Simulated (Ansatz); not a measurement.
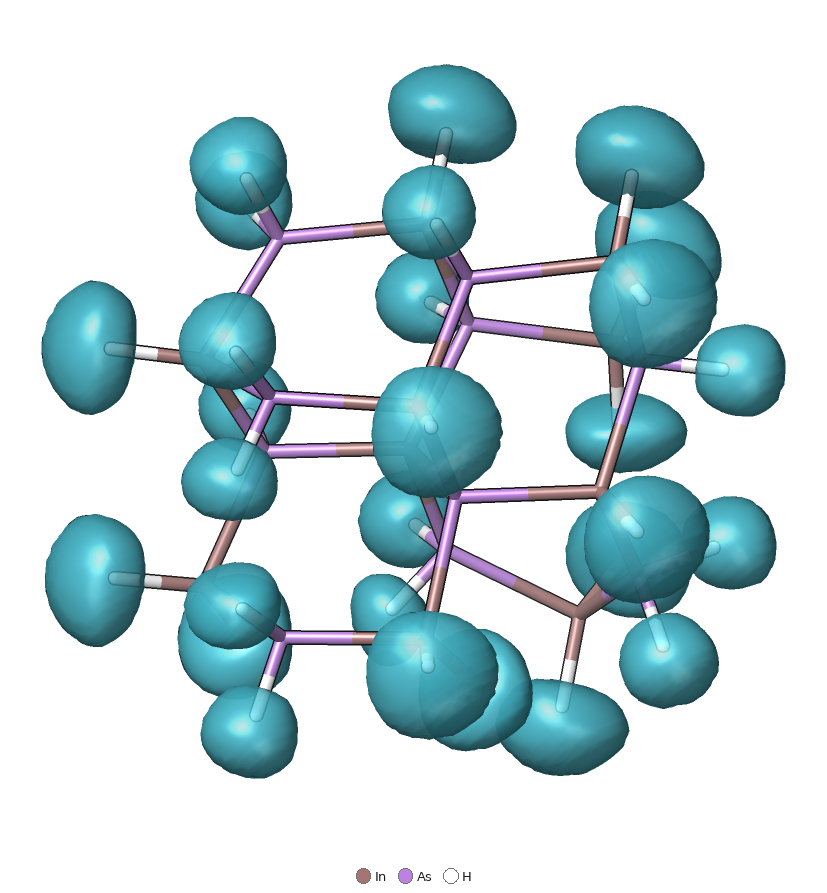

As10H28In10 (In10As10 zinc blende off sphere). Isosurface of the ELF at 0.9 (cyan), seen at a tilt. Only the valence region is drawn (cores and ρ < 0.01 e/Å³ removed).

Geometry: r2SCAN-D4/def2-SVP; core potentials replace the inner electrons of In.

Method: RKS PBE0-D4/def2-TZVP in Ansatz 0.2.0.

The calculation's input:

```
crystal:
  periodic: [false, false, false]
  atoms:
    - {symbol: In, position_ang: [-4.753960, 1.985951, -0.416474]}
    - {symbol: In, position_ang: [-2.065532, -3.458105, 3.453608]}
    - {symbol: In, position_ang: [1.703571, -4.022223, -0.083277]}
    - {symbol: In, position_ang: [-1.448664, 2.488358, -3.496355]}
    - {symbol: In, position_ang: [2.089670, -0.810057, -3.368480]}
    - {symbol: In, position_ang: [-0.974697, -0.556128, -0.371974]}
    - {symbol: In, position_ang: [-1.153667, 1.976411, 3.120619]}
    - {symbol: In, position_ang: [2.085169, -0.671290, 2.624872]}
    - {symbol: In, position_ang: [2.057554, 2.432208, -0.151980]}
    - {symbol: In, position_ang: [5.251240, -0.803481, -0.455298]}
    - {symbol: As, position_ang: [-2.611984, -1.948513, 1.234613]}
    - {symbol: As, position_ang: [-2.684383, 0.897608, -1.804178]}
    - {symbol: As, position_ang: [-3.140332, 2.982519, 1.524634]}
    - {symbol: As, position_ang: [0.526477, -2.204499, -1.757367]}
    - {symbol: As, position_ang: [0.396767, -2.407012, 3.878268]}
    - {symbol: As, position_ang: [3.389722, -2.195239, 0.926368]}
    - {symbol: As, position_ang: [0.311545, 0.820666, -4.649964]}
    - {symbol: As, position_ang: [0.295270, 3.680551, -1.845141]}
    - {symbol: As, position_ang: [3.401362, 0.764945, -1.717721]}
    - {symbol: As, position_ang: [0.447771, 0.915125, 1.249990]}
    - {symbol: H, position_ang: [-5.349585, 3.314035, -1.341762]}
    - {symbol: H, position_ang: [-5.626135, 0.674711, 0.287897]}
    - {symbol: H, position_ang: [-3.098747, -2.821994, 4.675874]}
    - {symbol: H, position_ang: [-1.869223, -5.060078, 2.864014]}
    - {symbol: H, position_ang: [2.509574, -5.192232, -1.058972]}
    - {symbol: H, position_ang: [0.474759, -4.301167, 1.112710]}
    - {symbol: H, position_ang: [-2.295247, 3.521776, -4.583685]}
    - {symbol: H, position_ang: [2.975396, -1.648413, -4.588167]}
    - {symbol: H, position_ang: [-1.879418, 0.602931, 3.892581]}
    - {symbol: H, position_ang: [-0.413123, 3.348321, 3.857325]}
    - {symbol: H, position_ang: [2.940850, 0.189411, 3.859683]}
    - {symbol: H, position_ang: [2.995589, 3.669292, 0.598585]}
    - {symbol: H, position_ang: [5.894290, -1.816693, -1.696513]}
    - {symbol: H, position_ang: [6.095362, 0.200298, 0.664770]}
    - {symbol: H, position_ang: [-3.511858, -2.722454, 0.293227]}
    - {symbol: H, position_ang: [-3.637265, -0.900135, 1.609923]}
    - {symbol: H, position_ang: [-3.287856, -0.128078, -2.745072]}
    - {symbol: H, position_ang: [-4.090828, 3.701650, 2.461832]}
    - {symbol: H, position_ang: [-2.565282, 4.248230, 0.920313]}
    - {symbol: H, position_ang: [-0.457689, -2.888525, -2.686346]}
    - {symbol: H, position_ang: [1.281229, -3.601021, 4.165786]}
    - {symbol: H, position_ang: [0.353070, -1.899460, 5.304456]}
    - {symbol: H, position_ang: [4.225200, -3.000194, 1.905093]}
    - {symbol: H, position_ang: [-0.498952, -0.016702, -5.616296]}
    - {symbol: H, position_ang: [1.054303, 1.612437, -5.706252]}
    - {symbol: H, position_ang: [1.008788, 4.734054, -2.665868]}
    - {symbol: H, position_ang: [-0.531035, 4.647173, -1.024225]}
    - {symbol: H, position_ang: [4.180941, 1.665012, -2.655686]}
basis:
  gaussian: {orbitals: def2-TZVP, fitting: {mean_field: def2-universal-jkfit}, initial_orbitals: start.molden}
hamiltonian: {xc: pbe0, dispersion: d4}
scf: {omitted_lower_state_checks: [starts]}
output: {orbitals: {seedname: orbitals}}
```

Run with:

```sh
ansatz run in.yaml --threads 11 --pin off --events-out ev --progress --plain --max-ram 174080MiB --backend cuda --devices 0, --max-vram 75GiB
```

What do the ELF domains correspond to?

The ELF exceeds this value in 28 regions around hydrogen nuclei. Profiles from the grid: In–As (2.61 Å): the ELF peaks at about 0.75 between the atoms; a shared electron pair. As–H (1.51 Å): the ELF climbs to about 1 towards the hydrogen, as it does in any bond to H.
